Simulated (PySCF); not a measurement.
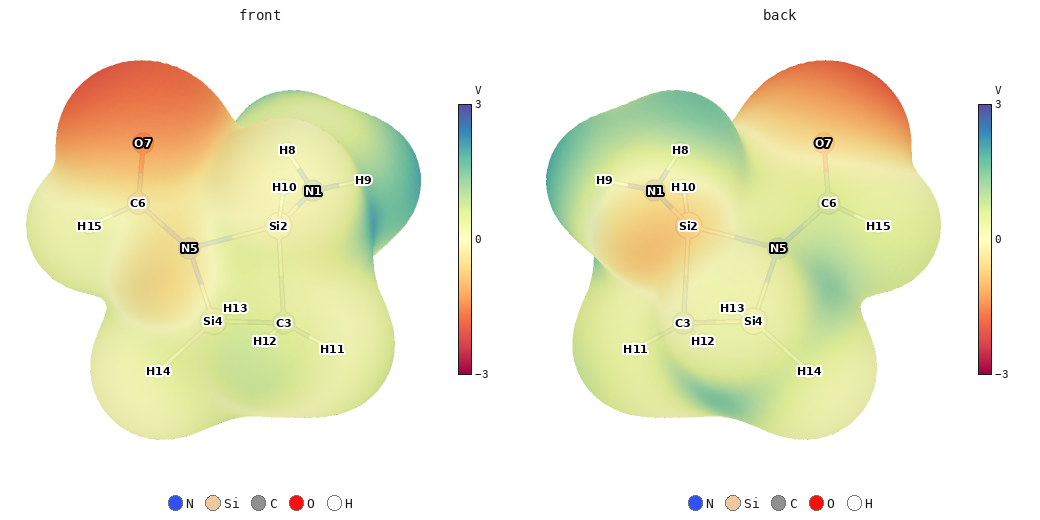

Figure. C$_{2}$H$_{8}$N$_{2}$OSi$_{2}$. The molecular electrostatic potential painted on the density surface at 0.002 e/bohr³, seen from the front and from behind; the colour scale runs from red (negative) to blue (positive).

Geometry: GFN2-xTB, coordinate held.

These are results of BP86/pcSseg-1, SCF density, gas phase, non-relativistic (PySCF), not measurements.

```xyz
15

N     1.9119   -0.0171   -0.8267
Si    0.8974    0.1708    0.5492
C    -0.0663   -1.3990    1.0519
Si   -1.1165   -1.0360   -0.5052
N    -0.7859    0.6177   -0.0083
C    -1.1233    1.8151   -0.4835
O    -0.4166    2.7972   -0.4343
H     1.9478    0.7781   -1.4480
H     2.8454   -0.3668   -0.6784
H     1.3246    1.0791    1.6067
H     0.4511   -2.3493    1.1392
H    -0.6289   -1.2279    1.9613
H    -0.5404   -1.4279   -1.7886
H    -2.5594   -1.2609   -0.4800
H    -2.1458    1.8520   -0.9150
```

Q: Which sites attract a positive test charge, and which a negative one?

A: A positive charge is drawn to the negative regions and a negative charge to the positive ones. The most negative region (about −2.0 V) lies over O7, the most positive (about +2.0 V) over Si2 and H9. O7 is the likeliest acceptor of a hydrogen bond.

Q: How polar is the molecule by this calculation?

A: Its dipole moment is 3.45 D.
